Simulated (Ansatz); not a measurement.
## Electronic structure of CH4ClGe (charge −1) in real space

```yaml
atoms:
  - { symbol: C, position_ang: [-0.4459, -0.1781, 1.8048] }
  - { symbol: Cl, position_ang: [2.6308, 0.6267, 3.8977] }
  - { symbol: Ge, position_ang: [1.2550, 0.4858, 1.8551] }
  - { symbol: H, position_ang: [-0.5678, -1.2595, 1.9602] }
  - { symbol: H, position_ang: [-1.2317, 0.4170, 2.2916] }
  - { symbol: H, position_ang: [1.3966, 1.9867, 1.5226] }
  - { symbol: H, position_ang: [2.3102, -0.3188, 1.0661] }
```

Geometry: r2SCAN-D4/def2-SVPD.

These are results of isolated molecule in a Gaussian basis; Kohn-Sham density functional theory, functional PBE0 in Ansatz 0.2.0, not measurements.

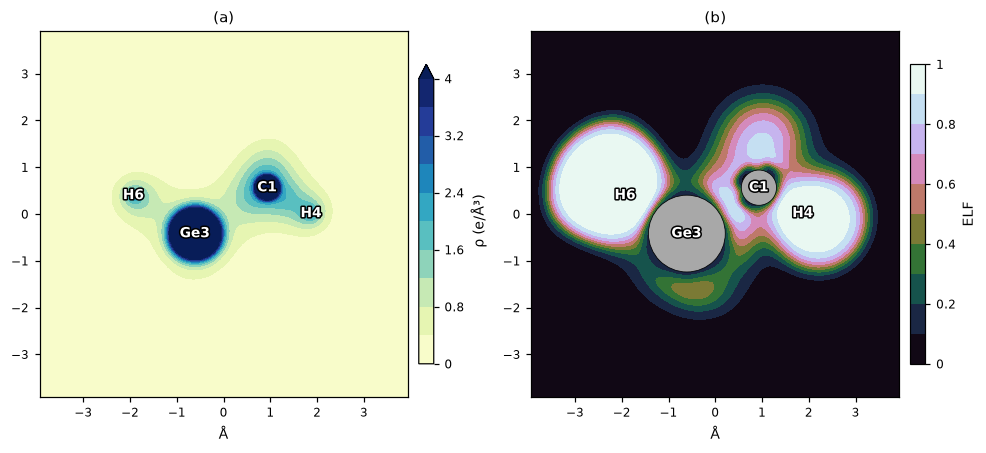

Figure 1. (a) total electron density; (b) electron localisation function on the plane of atoms C1, Ge3 and H6. Grey discs cover the atomic cores in the ELF map.

**Describe what can be read from this map.**

The plane passes through C, Ge and H nuclei. C–Ge (1.83 Å): the density is about 1 e/Å³ at the midpoint; the ELF peaks at about 0.85 in the valence shell of C, 0.7 Å from its nucleus, and is about 0.55 at the midpoint. C–H (1.10 Å): ρ is about 1.9 e/Å³ halfway; the ELF climbs to about 1 towards the hydrogen, as it does in any bond to H: a covalent bond by its length. Ge–H (1.54 Å): the density is about 1 e/Å³ at the midpoint; the ELF climbs to about 1 towards the hydrogen.

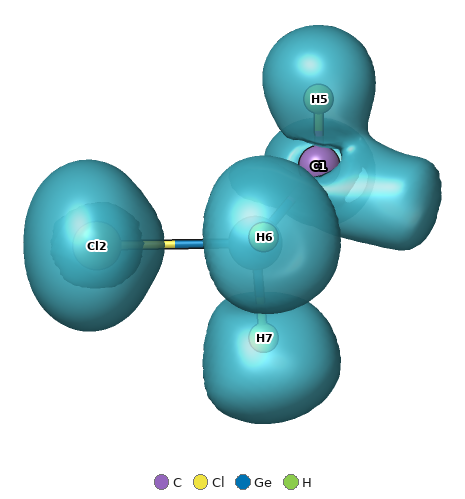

Figure 2. Isosurface of the ELF at 0.75 (cyan), seen at an oblique angle. Core shells and regions of very low density are left out.

**What do the ELF domains correspond to?**

At this value the surface marks out two regions around hydrogen nuclei, one region wrapped around Cl (its valence shell) and one joined region spread over several atoms (C, H), in which their bonds and any lone pairs are merged.


 Ge–Cl (2.47 Å): the ELF peaks at about 0.85 in the valence shell of Cl, 0.8 Å from its nucleus, and is about 0.55 at the midpoint.

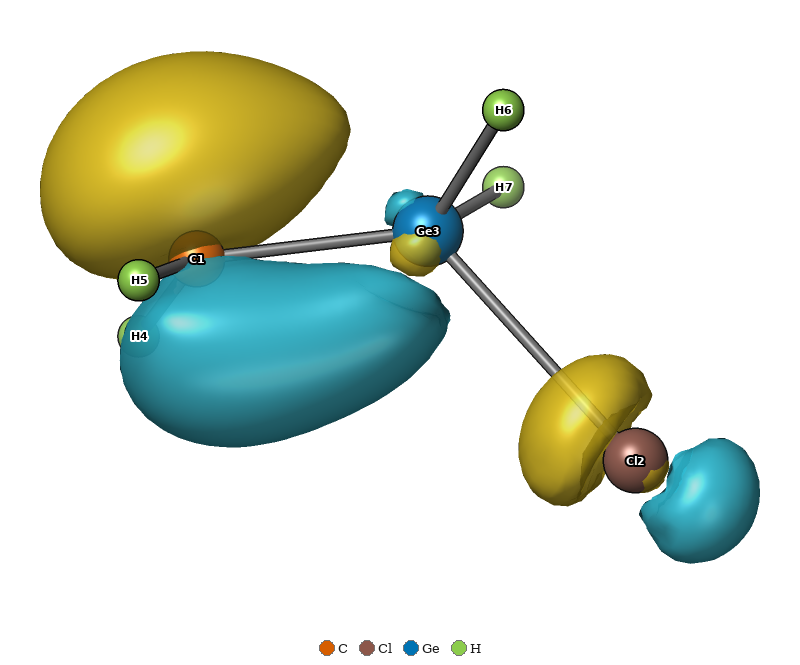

Figure 3. The HOMO at ±0.15 Å⁻³ᐟ² (yellow and cyan are the two phases), seen from one side.

**What is the character of this orbital?**

It lies mainly on C1 (about 55 %), Ge3 (about 20 %) and Cl2 (about 10 %). Its energy is −0.75 eV.
